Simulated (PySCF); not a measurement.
C5H8N2, SMILES `CN1C=CN(C)[C]1`.

Computed with PySCF, PBE0/def2-SVP, geometry: GFN2-xTB. No frequency check shows the geometry to be a minimum.

Coordinates in Å:

```
C1      -2.4289    0.5604    0.0008
N2      -1.0637    0.1235   -0.0007
C3      -0.6762   -1.1938   -0.0004
C4       0.6762   -1.1939    0.0004
N5       1.0637    0.1235    0.0007
C6       2.4289    0.5604   -0.0008
C7       0.0001    0.9657    0.0001
H8      -2.4364    1.6486   -0.0036
H9      -2.9536    0.1969   -0.8868
H10     -2.9530    0.1969    0.8887
H11     -1.3781   -2.0033   -0.0005
H12      1.3781   -2.0033    0.0005
H13      2.9530    0.1969   -0.8887
H14      2.4364    1.6486    0.0036
H15      2.9536    0.1969    0.8868
```

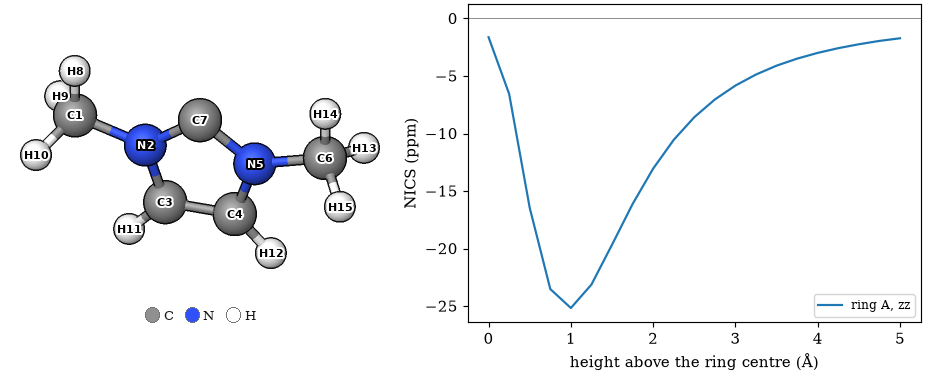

GIAO NICS scans along the ring normals; ring A: 5-membered ring N2/C3/C4/N5/C7.

### Read the scans.

Ring A is strongly diatropic (aromatic): NICSzz reaches −25.2 ppm at 1.00 Å; NICS(0) = −11.7, NICS(1) = −10.0, NICS(1)zz = −25.2 ppm.
